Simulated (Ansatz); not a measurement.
**BS (charge +1): ladder of basis sets**

How does the energy of BS (charge +1) converge with the basis? Aim: a ladder of basis sets, for BS (charge +1), run from a script.

Computed with Ansatz 0.2.0, driven from Python. The levels of theory stand in the script.

## (1) The structure

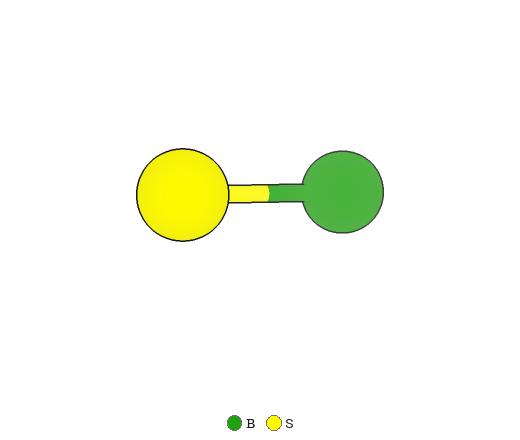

The starting structure, viewed from a chosen angle; boron green, sulfur yellow.

The script holds or builds the structure itself.

## (2) The code

File basis_bs.py:

```python
"""How the energy of BS(+) converges with the basis."""

import ansatz


def main() -> None:
    geometry_ang = [
        ("B", (0.0, 0.0, 0.0)),
        ("S", (0.0, 0.0, 1.9)),
    ]
    mol = ansatz.Crystal.molecule()
    for symbol, xyz in geometry_ang:
        mol = mol.atom(symbol, xyz)

    setup = (
        mol.calculation()
        .functional("hf")
        .charge(1)
        .spin("collinear", total=2)
    )

    energies = {}
    for basis in ["STO-3G", "6-31G", "6-31G*", "def2-SVP", "def2-SVPD", "def2-TZVP", "def2-TZVPP"]:
        summary = setup.basis(gaussian=basis).run(threads=1).report
        size = summary["n_frozen"] + summary["n_occupied"][0] + summary["n_virtual"][0]
        energies[basis] = (summary["reference_energy_ev"] / 27.211386246, summary["free_energy_ev"] / 27.211386246)
        print(f"{basis:14s} {size:4d} orbitals  reference {energies[basis][0]:14.6f} Ha  total {energies[basis][1]:14.6f} Ha")

    last = energies["def2-TZVPP"][1]
    for basis, (_, total) in energies.items():
        print(f"{basis:14s} lies {27.211386 * (total - last):9.4f} eV above def2-TZVPP")


if __name__ == "__main__":
    main()
```

## (3) The calls as engine input

The package turns the script's settings into the engine's input (first run):

```yaml
crystal:
  periodic: [false, false, false]
  atoms:
    - { symbol: B, position_ang: [0.0, 0.0, 0.0] }
    - { symbol: S, position_ang: [0.0, 0.0, 1.9] }
basis:
  gaussian:
    orbitals: STO-3G
hamiltonian:
  xc: hf
magnetization:
  spin_polarized: true
  initial_magnetization: 2.0
total_charge: 1.0
```

## (4) The run

The run is started by

```sh
python basis_bs.py
```

What it wrote:

```text
STO-3G           14 orbitals  reference    -417.187590 Ha  total    -417.187590 Ha
6-31G            22 orbitals  reference    -421.737691 Ha  total    -421.737691 Ha
6-31G*           34 orbitals  reference    -421.771134 Ha  total    -421.771134 Ha
def2-SVP         32 orbitals  reference    -421.641927 Ha  total    -421.641927 Ha
def2-SVPD        47 orbitals  reference    -421.646893 Ha  total    -421.646893 Ha
def2-TZVP        68 orbitals  reference    -421.808678 Ha  total    -421.808678 Ha
def2-TZVPP       73 orbitals  reference    -421.808734 Ha  total    -421.808734 Ha
STO-3G         lies  125.7477 eV above def2-TZVPP
6-31G          lies    1.9332 eV above def2-TZVPP
6-31G*         lies    1.0232 eV above def2-TZVPP
def2-SVP       lies    4.5390 eV above def2-TZVPP
def2-SVPD      lies    4.4039 eV above def2-TZVPP
def2-TZVP      lies    0.0015 eV above def2-TZVPP
def2-TZVPP     lies    0.0000 eV above def2-TZVPP
```

It took 3.7 s on 1 thread of Arm Neoverse V1, shared host; peak memory 0.16 GiB.

## (5) Inputs of later runs

The engine's inputs for some of the other runs:

Run 4, against run 1:

```diff
@@ -8 +8 @@
-    orbitals: STO-3G
+    orbitals: def2-SVP
```

Run 5, against run 1:

```diff
@@ -8 +8 @@
-    orbitals: STO-3G
+    orbitals: def2-SVPD
```

Run 6, against run 1:

```diff
@@ -8 +8 @@
-    orbitals: STO-3G
+    orbitals: def2-TZVP
```

## (6) The engine's runs

The 7 runs, in the order started:

```tsv
run	basis	energy (eV)	<S²>	SCF cycles	CPU time (s)
1	STO-3G	-11352.2527	2.02	90	0.11
2	6-31G	-11476.0672	2.02	67	0.17
3	6-31G*	-11476.9772	2.02	78	0.33
4	def2-SVP	-11473.4613	2.02	78	0.26
5	def2-SVPD	-11473.5965	2.02	77	0.49
6	def2-TZVP	-11477.9989	2.02	69	0.8
7	def2-TZVPP	-11478.0004	2.02	69	0.99
```

## (7) Outcome

| quantity | value |
| --- | --- |
| runs compared | 7 |
| change of the total from set to set | -123.815, -0.910, +3.516, -0.135, -4.402, -0.002 eV |

**Reading.** Against STO-3G: 6-31G -4550.1 mHa, 6-31G* -4583.5 mHa, def2-SVP -4454.3 mHa, def2-SVPD -4459.3 mHa, def2-TZVP -4621.1 mHa and def2-TZVPP -4621.1 mHa. The last step alone is -0.06 mHa (these two sets differ little on atoms other than hydrogen). The drop along the ladder measures the basis error, and is no property of the molecule. The geometry is a force-field or estimated start, not a minimum of this method, and the last set is no limit. Much of the fall in a total is atomic energy, which cancels in bond and reaction energies. The run takes the species as open-shell (spin multiplicity 3), which needn't be its ground state. Totals across families of basis sets mostly measure their core functions. The spin state was assumed, and another may lie lower.
